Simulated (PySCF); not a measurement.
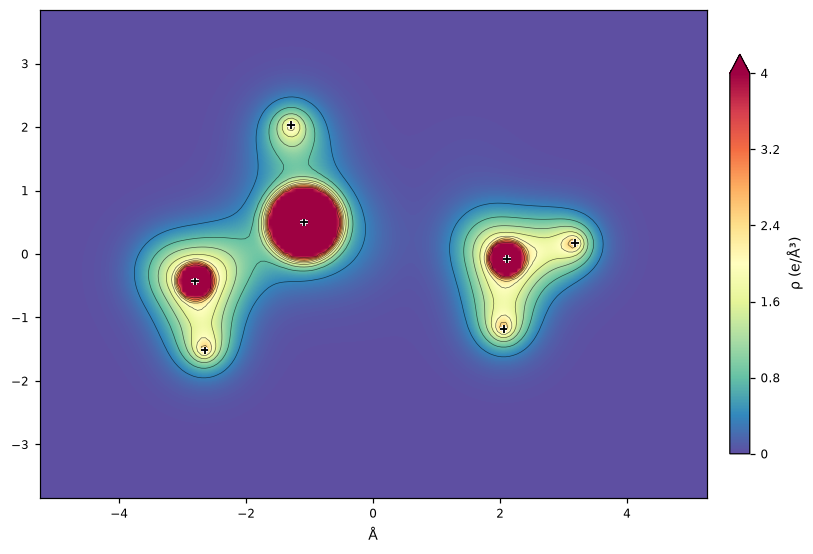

The electron density on a plane through atoms (crosses mark nuclei in the plane).

Theory: PySCF 2.14.0, CAM-B3LYP/def2-SVPD, SCF density, gas phase.

Candidates:
A. C$_{4}$H$_{8}$SSi$_{2}$
B. C$_{6}$H$_{13}$FGe
C. GeH$_{10}$Si$_{3}$

### Which system is this?

Candidate B: C$_{6}$H$_{13}$FGe on the plane of atoms H17, C5 and H18, which holds C, Ge and H. C–Ge (1.95 Å): the density is about 0.9 e/Å³ at the midpoint. C–H (1.10 Å): ρ is about 1.9 e/Å³ halfway.
